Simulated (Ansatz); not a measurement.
# C4H4F2: single-point calculation

- system: C4H4F2, SMILES FC1C=CC1F
- method: RKS CAM-B3LYP-D4/def2-TZVPP (Ansatz 0.2.0)

The geometry comes from this level: PBE0-D4/def2-TZVP.

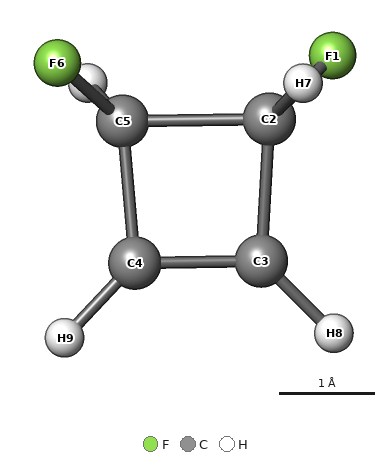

Fig. 1: The structure as given in the input (ball-and-stick view, seen at a tilt; atoms are numbered from 1 in the order of the input). Bond lengths as drawn: C–C 1.33 to 1.55 Å, C–F 1.37 Å and C–H 1.08 to 1.09 Å.

Input
```yaml
crystal:
  periodic: [false, false, false]
  atoms:
    - {symbol: F, position_ang: [-0.887891, -0.219687, 1.893252]}
    - {symbol: C, position_ang: [-0.772902, -0.087098, 0.530035]}
    - {symbol: C, position_ang: [0.002364, -1.148117, -0.194609]}
    - {symbol: C, position_ang: [0.836172, -0.275583, -0.765188]}
    - {symbol: C, position_ang: [0.316358, 0.890543, 0.023388]}
    - {symbol: F, position_ang: [-0.124709, 1.979361, -0.690128]}
    - {symbol: H, position_ang: [-1.761800, 0.138297, 0.123003]}
    - {symbol: H, position_ang: [-0.106349, -2.224420, -0.229906]}
    - {symbol: H, position_ang: [1.615023, -0.351717, -1.512910]}
    - {symbol: H, position_ang: [0.966731, 1.247320, 0.825960]}
basis:
  gaussian: {orbitals: def2-TZVPP}
hamiltonian: {xc: {name: CAM-B3LYP}, dispersion: d4}
output: {orbitals: {seedname: orbitals}}
```

Hardware: 4 threads of Arm Neoverse V2, 23 GiB of memory available, shared host.

Command:
```bash
ansatz run in.yaml --threads 4 --pin off --events-out ev --progress --plain --max-ram 10444MiB
```

Log
```
Functional definition: CAM-B3LYP
  name "CAM-B3LYP"
  cite "Yanai, Tew & Handy, Chem. Phys. Lett. 393, 51 (2004) doi:10.1016/j.cplett.2004.06.011"
  cite "Iikura, Tsuneda, Yanai & Hirao, J. Chem. Phys. 115, 3540 (2001) doi:10.1063/1.1383587"
  cite "Becke, Phys. Rev. A 38, 3098 (1988) doi:10.1103/PhysRevA.38.3098"
  cite "Lee, Yang & Parr, Phys. Rev. B 37, 785 (1988) doi:10.1103/PhysRevB.37.785"
  cite "Vosko, Wilk & Nusair, Can. J. Phys. 58, 1200 (1980) doi:10.1139/p80-159"
  parameter alpha = 0.19
  parameter beta = 0.46
  parameter omega = 0.33/bohr
  parameter ac = 0.81
  # Exact exchange under (alpha + beta erf(omega r))/r, Becke's under what is left of 1/r.
  exchange = (1 - alpha - beta)*b88_x + beta*b88_x_sr(omega) + alpha*exact_x + beta*exact_x_lr(omega)
  correlation = (1 - ac)*vwn5_c + ac*lyp_c
1268 factors; their error is unknown
294 factors; integrals over basis functions are off by at most 9.5e-6 eV
mean field evaluation 1: about -9641.3715 eV, gradient 4.6e1 eV
mean field evaluation 2: about -9642.7865 eV, gradient 3.9e1 eV
mean field evaluation 4: about -9645.5395 eV, gradient 2.1e0 eV
mean field evaluation 8: about -9645.5355 eV, gradient 8.5e-2 eV
mean field -9645.53550173 eV, -354.4668917099 hartree, gradient 4.3e-5 eV, S^2 0.000000; 0 other end points of the search recorded, 0 dependent functions left out
reference -9645.53561611 eV, -354.4668959133 hartree; 23, 23 occupied and 219, 219 virtual orbitals, 1268 factors
Total energy: -9645.68737267 eV, -354.4724728639 hartree
```

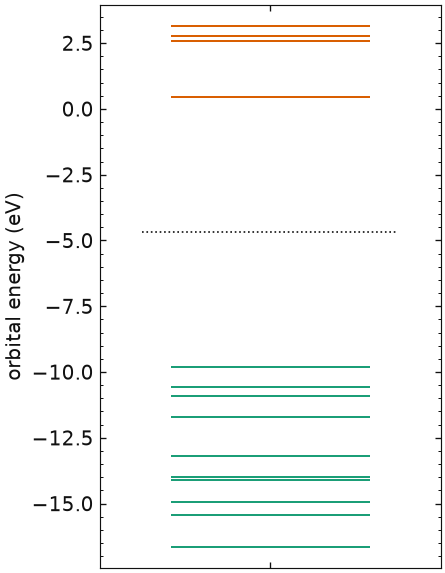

Fig. 2: Orbital energies near the frontier; the dotted line parts filled from empty levels, and levels within 0.02 eV of each other stand side by side. Highest filled −9.82 eV, lowest empty 0.45 eV, 10.27 eV apart.

Results in brief

| quantity | value |
| --- | --- |
| outcome | converged |
| total energy | −9645.6874 eV |
| mean-field energy | −9645.5356 eV |
| dispersion energy | −0.1518 eV |
| SCF solution under orbital rotations | stable |
| HOMO | −9.82 eV |
| LUMO | 0.45 eV |
| wall time | 2.6 s (CPU time 9.3 s) |
| peak memory | 0.6 GiB |
